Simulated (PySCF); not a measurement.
# 1,1,1-trichloro-2-fluoroethane (C2H2Cl3F): electronic excitations at several levels of theory, part 2 of 2

PySCF 2.14.0. Atoms count from 0. Earlier steps stand in the parts before.

### Step 6. Ultraviolet spectrum: PBE0/6-31G*

Job settings and geometry (Å):

```
{"job": {"kind": "uv", "xc": "PBE0", "basis": "6-31G*"}, "charge": 0, "multiplicity": 1}
F      0.630121    -1.217573     1.177547
C      0.418319     0.036642     0.714009
C     -0.346356     0.002446    -0.604680
Cl    -1.920353    -0.776653    -0.374207
Cl     0.584835    -0.881716    -1.825699
Cl    -0.571874     1.689621    -1.117395
H      1.381163     0.542894     0.536592
H     -0.179487     0.613869     1.438004
```

With the program's defaults for keys left out, this is: TDDFT PBE0/6-31G*, vertical, gas phase, core orbitals frozen in the response.

Log:

```text
coarse grid: 9376 points
cycle   1  E = -1557.0650919812  dE =  8.200e-01  |g| = 7.057e-01  |ddm| = 2.933e+00
cycle   2  E = -1556.8288510382  dE =  2.362e-01  |g| = 1.297e+00  |ddm| = 1.696e+00
cycle   3  E = -1557.1769396189  dE = -3.481e-01  |g| = 5.639e-02  |ddm| = 1.110e+00
cycle   4  E = -1557.1772761647  dE = -3.365e-04  |g| = 4.051e-02  |ddm| = 9.340e-02
cycle   5  E = -1557.1776145828  dE = -3.384e-04  |g| = 8.318e-03  |ddm| = 4.006e-02
cycle   6  E = -1557.1776290508  dE = -1.447e-05  |g| = 1.122e-03  |ddm| = 9.829e-03
cycle   7  E = -1557.1776293590  dE = -3.082e-07  |g| = 2.241e-04  |ddm| = 1.480e-03
final grid: 80008 points
cycle   8  E = -1557.1351718601  dE = -1.334e-05  |g| = 6.484e-03  |ddm| = 1.592e-02
cycle   9  E = -1557.1351602741  dE =  1.159e-05  |g| = 9.983e-03  |ddm| = 1.383e-02
cycle  10  E = -1557.1351811448  dE = -2.087e-05  |g| = 9.214e-04  |ddm| = 8.581e-03
cycle  11  E = -1557.1351813421  dE = -1.973e-07  |g| = 2.396e-04  |ddm| = 1.079e-03
cycle  12  E = -1557.1351813547  dE = -1.258e-08  |g| = 5.835e-05  |ddm| = 2.366e-04
cycle  13  E = -1557.1351813553  dE = -5.753e-10  |g| = 1.594e-05  |ddm| = 6.242e-05
converged SCF energy = -1557.1351813553

Static polarisability (au): isotropic 50.809, principal 42.995 54.504 54.926

Singlet excitations
state   eV       nm        f      main configurations
  1   6.3892    194.1   0.00000   H->L 0.98
  2   6.8205    181.8   0.01247   H-1->L 0.94
  3   6.9215    179.1   0.01092   H-2->L 0.92
  4   6.9710    177.9   0.00560   H-3->L 0.94
  5   7.4007    167.5   0.00657   H->L+1 0.81, H-4->L 0.12
  6   7.5355    164.5   0.00179   H->L+2 0.61, H-5->L 0.27
  7   7.7012    161.0   0.00041   H-1->L+1 0.49, H-4->L 0.31, H->L+1 0.14
  8   7.8293    158.4   0.00028   H-5->L 0.41, H->L+2 0.33, H-3->L+1 0.20
  9   7.8789    157.4   0.00032   H-4->L 0.48, H-1->L+1 0.45
 10   7.9150    156.6   0.01437   H-2->L+1 0.51, H-1->L+2 0.38

Triplet excitations (Tamm-Dancoff, eV): 5.7793 6.0607 6.1253 6.3045
```

It took 8.6 s on 1 thread, shared host.

This run: HOMO -8.90 eV, LUMO -0.88 eV; lowest singlet 6.39 eV.

### Step 7. Excited states and response: PBE0/def2-SVP

Same as in step 6 but for these lines:

```diff
@@ -1,2 +1,2 @@
-{"job": {"kind": "uv", "xc": "PBE0", "basis": "6-31G*"}, "charge": 0, "multiplicity": 1}
+{"job": {"kind": "uv", "xc": "PBE0", "basis": "def2-SVP"}, "charge": 0, "multiplicity": 1}
 F      0.630121    -1.217573     1.177547
```

Method: TDDFT PBE0/def2-SVP, vertical, gas phase, core orbitals frozen in the response.

Log:

```text
coarse grid: 9376 points
cycle   1  E = -1556.3561365085  dE =  7.497e-01  |g| = 7.175e-01  |ddm| = 3.031e+00
cycle   2  E = -1556.0932725513  dE =  2.629e-01  |g| = 1.341e+00  |ddm| = 1.787e+00
cycle   3  E = -1556.4706658379  dE = -3.774e-01  |g| = 6.068e-02  |ddm| = 1.199e+00
cycle   4  E = -1556.4709544738  dE = -2.886e-04  |g| = 4.584e-02  |ddm| = 9.450e-02
cycle   5  E = -1556.4713759828  dE = -4.215e-04  |g| = 7.466e-03  |ddm| = 4.504e-02
cycle   6  E = -1556.4713866988  dE = -1.072e-05  |g| = 8.913e-04  |ddm| = 8.838e-03
cycle   7  E = -1556.4713868785  dE = -1.797e-07  |g| = 2.036e-04  |ddm| = 1.253e-03
final grid: 80008 points
cycle   8  E = -1556.6311014324  dE = -1.643e-05  |g| = 5.373e-03  |ddm| = 1.591e-02
cycle   9  E = -1556.6310946171  dE =  6.815e-06  |g| = 7.882e-03  |ddm| = 1.148e-02
cycle  10  E = -1556.6311077632  dE = -1.315e-05  |g| = 9.939e-04  |ddm| = 7.069e-03
cycle  11  E = -1556.6311079794  dE = -2.161e-07  |g| = 2.444e-04  |ddm| = 1.190e-03
cycle  12  E = -1556.6311079923  dE = -1.294e-08  |g| = 5.497e-05  |ddm| = 2.600e-04
cycle  13  E = -1556.6311079928  dE = -5.120e-10  |g| = 1.692e-05  |ddm| = 6.241e-05
converged SCF energy = -1556.6311079928

Static polarisability (au): isotropic 48.824, principal 42.295 51.900 52.275

Singlet excitations
state   eV       nm        f      main configurations
  1   6.8615    180.7   0.00000   H->L 0.97
  2   7.3006    169.8   0.00870   H-1->L 0.90
  3   7.3866    167.9   0.00620   H-2->L 0.76, H-3->L 0.12
  4   7.4147    167.2   0.00469   H-3->L 0.80, H-2->L 0.09
  5   7.5858    163.4   0.00798   H->L+1 0.89
  6   7.7547    159.9   0.00117   H->L+2 0.78, H-2->L+1 0.10
  7   7.8850    157.2   0.00034   H-1->L+1 0.87
  8   8.0736    153.6   0.00187   H-2->L+1 0.37, H-3->L+1 0.37, H->L+2 0.13
  9   8.1172    152.7   0.01619   H-1->L+2 0.46, H-3->L+1 0.19, H-2->L+1 0.18
 10   8.2092    151.0   0.00083   H-2->L+2 0.54, H-4->L 0.34

Triplet excitations (Tamm-Dancoff, eV): 6.1917 6.4371 6.4991 6.6963
```

Wall time 8.8 s (1 thread, shared host).

This run: HOMO -8.76 eV, LUMO -0.24 eV; lowest singlet 6.86 eV.

### Step 8. Excited states and response: PBE0/def2-TZVP

Same as in step 7 but for these lines:

```diff
@@ -1,2 +1,2 @@
-{"job": {"kind": "uv", "xc": "PBE0", "basis": "def2-SVP"}, "charge": 0, "multiplicity": 1}
+{"job": {"kind": "uv", "xc": "PBE0", "basis": "def2-TZVP"}, "charge": 0, "multiplicity": 1}
 F      0.630121    -1.217573     1.177547
```

With the program's defaults for keys left out, this is: TDDFT PBE0/def2-TZVP, vertical, gas phase, core orbitals frozen in the response.

Log:

```text
coarse grid: 9376 points
cycle   1  E = -1557.2179857351  dE =  7.842e-01  |g| = 6.816e-01  |ddm| = 2.272e+00
cycle   2  E = -1556.9829746690  dE =  2.350e-01  |g| = 1.305e+00  |ddm| = 1.074e+00
cycle   3  E = -1557.3146544056  dE = -3.317e-01  |g| = 6.969e-02  |ddm| = 7.019e-01
cycle   4  E = -1557.3150170619  dE = -3.627e-04  |g| = 5.394e-02  |ddm| = 8.533e-02
cycle   5  E = -1557.3155895056  dE = -5.724e-04  |g| = 1.110e-02  |ddm| = 3.761e-02
cycle   6  E = -1557.3156098719  dE = -2.037e-05  |g| = 2.277e-03  |ddm| = 8.693e-03
cycle   7  E = -1557.3156106829  dE = -8.109e-07  |g| = 3.004e-04  |ddm| = 1.767e-03
final grid: 80008 points
cycle   8  E = -1557.3178304162  dE = -4.781e-05  |g| = 6.083e-03  |ddm| = 3.067e-02
cycle   9  E = -1557.3178245525  dE =  5.864e-06  |g| = 7.607e-03  |ddm| = 8.515e-03
cycle  10  E = -1557.3178361496  dE = -1.160e-05  |g| = 2.012e-03  |ddm| = 5.253e-03
cycle  11  E = -1557.3178369077  dE = -7.581e-07  |g| = 3.046e-04  |ddm| = 1.259e-03
cycle  12  E = -1557.3178369254  dE = -1.768e-08  |g| = 1.020e-04  |ddm| = 2.072e-04
cycle  13  E = -1557.3178369272  dE = -1.773e-09  |g| = 2.940e-05  |ddm| = 7.521e-05
cycle  14  E = -1557.3178369273  dE = -1.432e-10  |g| = 4.805e-06  |ddm| = 2.466e-05
converged SCF energy = -1557.3178369273

Static polarisability (au): isotropic 60.809, principal 53.832 63.736 64.858

Singlet excitations
state   eV       nm        f      main configurations
  1   6.3871    194.1   0.00001   H->L 0.97
  2   6.8088    182.1   0.01360   H-1->L 0.93
  3   6.8971    179.8   0.01394   H-2->L 0.91
  4   6.9465    178.5   0.00573   H-3->L 0.93
  5   7.3230    169.3   0.01282   H->L+1 0.82, H-4->L 0.09
  6   7.4787    165.8   0.00496   H->L+2 0.61, H-5->L 0.23, H-2->L+1 0.09
  7   7.6368    162.4   0.00049   H-1->L+1 0.64, H-4->L 0.20, H->L+1 0.11
  8   7.7844    159.3   0.00032   H-3->L+1 0.37, H->L+2 0.29, H-5->L 0.25
  9   7.8443    158.1   0.00112   H-4->L 0.60, H-1->L+1 0.29
 10   7.8502    157.9   0.02105   H-2->L+1 0.56, H-1->L+2 0.32

Triplet excitations (Tamm-Dancoff, eV): 5.7449 6.0203 6.0854 6.2771
```

Wall time 28 s (1 thread, shared host).

Key values: HOMO -8.91 eV, LUMO -0.88 eV; lowest singlet 6.39 eV.

### Step 9. Comparing the runs: electronic excitations

Excitations and ground-state properties, with basis size and wall time:

| run | lowest singlet (eV) | brightest (eV) | f | gap (eV) | α (Å³) | μ (D) | functions | time |
| --- | --- | --- | --- | --- | --- | --- | --- | --- |
| CAM-B3LYP/def2-SVPD | 6.59 | 8.10 | 0.024 | 10.50 | 9.99 | 1.60 | 160 | 96 s |
| wB97X-D/def2-SVPD | 6.61 | 8.08 | 0.023 | 11.67 | 9.93 | 1.61 | 160 | 1.8 min |
| LC-wPBE/def2-SVPD | 6.90 | 8.68 | 0.045 | 13.18 | 9.72 | 1.62 | 160 | 2.6 min |
| PBE0/6-31G* | 6.39 | 7.92 | 0.014 | 8.01 | 7.53 | 1.63 | 100 | 8.6 s |
| PBE0/def2-SVP | 6.86 | 8.12 | 0.016 | 8.52 | 7.23 | 1.53 | 106 | 8.8 s |
| PBE0/def2-TZVP | 6.39 | 7.85 | 0.021 | 8.03 | 9.01 | 1.53 | 216 | 28 s |

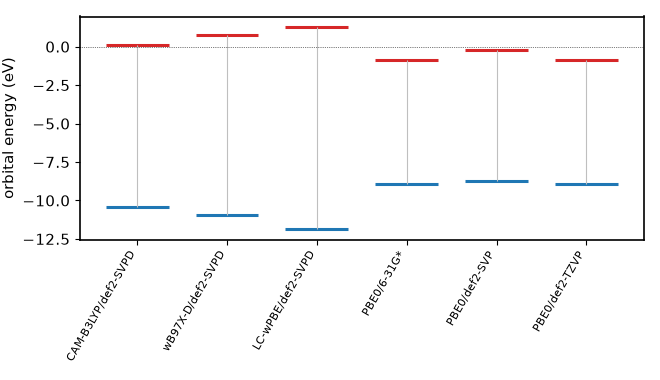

HOMO (blue) and LUMO (red) run by run.

### Step 10. Outcome

The summary covers parts 1 to 2.

| quantity | value |
| --- | --- |
| point group | Cs |
| rotational constants (main isotopes) | 1.91, 1.57, 1.43 GHz |
| lowest singlet (CAM-B3LYP/def2-SVPD) | 6.59 eV (188 nm), f = 0.000 |
| brightest single state of those computed | state 8, 8.10 eV, f = 0.024 |
| lowest triplet | 5.94 eV |
| vertical ionisation energy (ΔSCF) | 11.44 eV |
| range of the lowest singlet | 6.39 to 6.90 eV |

In words: Single values in the summary come from the first run of each kind that ended normally (CAM-B3LYP/def2-SVPD), which need not be the best level. Relaxing lowered the energy by 0.020 eV in 4 steps; the close pair that moved most is C1–H6, from 1.095 to 1.102 Å. No frequency check was run at this level, so the end point may be a saddle. The first singlet state (HOMO→LUMO 0.88) lies at 6.59 eV and is dark; of the 10 states computed, the strongest absorption comes from state 8 at 8.10 eV. The lowest triplet lies 0.65 eV below the lowest singlet (triplets in Tamm-Dancoff, singlets in full TDDFT). The orbital energy would give 10.41 eV for ionisation, ΔSCF gives 11.44 eV. The lowest singlet runs from 6.39 eV (PBE0/def2-TZVP) to 6.90 eV (LC-wPBE/def2-SVPD), while the orbital gap spans 8.01 to 13.18 eV. The lowest state need not be the same one in every run.
